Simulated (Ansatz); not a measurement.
**CH₇Al₂BO: a changed input and its effect**

System: CH₇Al₂BO.
Method of run 1: RKS SPW92 (LDA)/def2-TZVPP (Ansatz 0.2.0).

The geometry comes from this level: PBE0-D4/def2-TZVP. Text and figures count atoms from 1; the logs count them from 0 in places.

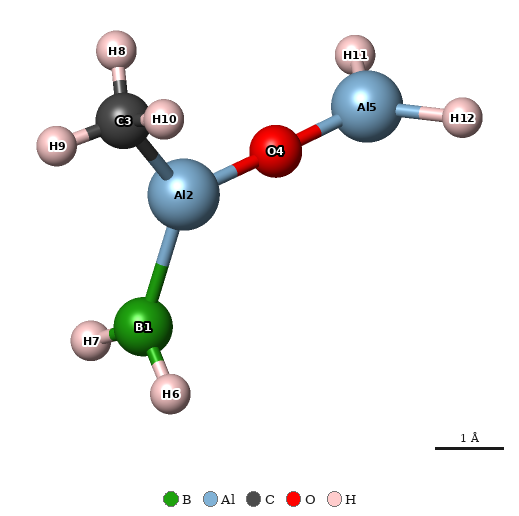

Fig. 1: The input geometry (ball-and-stick view, seen at a tilt; atoms are numbered from 1 in the order of the input). Sticks mark near contacts.

## Input, run 1
```yaml
crystal:
  periodic: [false, false, false]
  atoms:
    - {symbol: B, position_ang: [0.119106, 1.470379, 1.967615]}
    - {symbol: Al, position_ang: [-0.176219, 0.418265, 0.144346]}
    - {symbol: C, position_ang: [-1.241412, 1.059792, -1.362435]}
    - {symbol: O, position_ang: [0.590024, -1.085479, -0.001935]}
    - {symbol: Al, position_ang: [1.343592, -2.573574, -0.186728]}
    - {symbol: H, position_ang: [1.017239, 2.248863, 2.139520]}
    - {symbol: H, position_ang: [-0.601117, 1.341270, 2.919918]}
    - {symbol: H, position_ang: [-1.870263, 0.264269, -1.774384]}
    - {symbol: H, position_ang: [-1.889926, 1.900213, -1.100292]}
    - {symbol: H, position_ang: [-0.587257, 1.396935, -2.174650]}
    - {symbol: H, position_ang: [0.614062, -3.869357, 0.358043]}
    - {symbol: H, position_ang: [2.759174, -2.626778, -0.894917]}
basis:
  gaussian: {orbitals: def2-TZVPP}
hamiltonian: {xc: lda}
output: {orbitals: {seedname: orbitals}}
```

Hardware: 4 threads of Arm Neoverse V1, 23 GiB of memory available, shared host.

## Output (run 1)
```
Functional definition: SPW92
  exchange = slater_x
  correlation = pw_c
1451 factors; their error is unknown
mean field evaluation 1: about -16960.1035 eV, gradient 1.0e2 eV
mean field evaluation 2: about -16844.8245 eV, gradient 2.1e2 eV
mean field evaluation 4: about -16979.6251 eV, gradient 1.9e1 eV
mean field evaluation 8: about -16980.5348 eV, gradient 1.6e-1 eV
mean field evaluation 16: about -16980.5147 eV, gradient 3.1e-4 eV
mean field -16980.51471180 eV, -624.0224058525 hartree, gradient 5.0e-5 eV, S^2 0.000000; 0 other end points of the search recorded, 0 dependent functions left out
reference -16980.51476998 eV, -624.0224079905 hartree; 26, 26 occupied and 249, 249 virtual orbitals, 1451 factors
Total energy: -16980.51476998 eV, -624.0224079905 hartree
```

For run 2 the input was changed thus:
```diff
-hamiltonian: {xc: lda}
+hamiltonian: {xc: {name: r2SCAN0}, dispersion: d4}
```

Predict how the results change.

The total energies belong to different models, so their difference says nothing on which is more stable or more accurate. The HOMO goes from −6.06 to −7.26 eV. The LUMO goes from −3.58 to −2.02 eV.

## Output (run 2)
```
Functional definition: r2SCAN0
  parameter a = 0.25
  parameter k0 = 0.174
  parameter k1 = 0.065
  parameter a1 = 4.9479
  exchange = (1 - a)*r2scan_x(k0 = k0, k1 = k1, a1 = a1) + a*exact_x
  correlation = r2scan_c
1513 factors; their error is unknown
mean field evaluation 1: about -17056.3014 eV, gradient 7.7e1 eV
mean field evaluation 2: about -17034.4273 eV, gradient 1.3e2 eV
mean field evaluation 4: about -17067.4162 eV, gradient 6.8e0 eV
mean field evaluation 8: about -17067.5250 eV, gradient 4.1e-2 eV
mean field evaluation 16: about -17067.5393 eV, gradient 7.4e-5 eV
mean field -17067.53933035 eV, -627.2205015968 hartree, gradient 7.4e-5 eV, S^2 0.000000; 0 other end points of the search recorded, 0 dependent functions left out
reference -17067.53934550 eV, -627.2205021536 hartree; 26, 26 occupied and 249, 249 virtual orbitals, 1513 factors
Total energy: -17067.60611092 eV, -627.2229557375 hartree
```

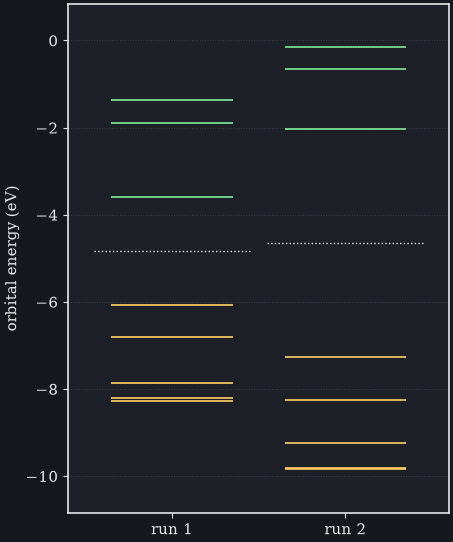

Fig. 2: The five highest filled and three lowest empty orbital energies of the two runs; the dotted lines part filled from empty levels. The HOMO–LUMO gap is 2.48 eV in run 1 and 5.24 eV in run 2.

## The two runs side by side

| quantity | run 1 | run 2 |
| --- | --- | --- |
| outcome | converged | converged |
| total energy (hartree) | −624.022408 | −627.222956 |
| HOMO (eV) | −6.06 | −7.26 |
| LUMO (eV) | −3.58 | −2.02 |
| basis functions | 275 | 275 |
| wall time (shared host) | 1.6 s | 6.5 s |
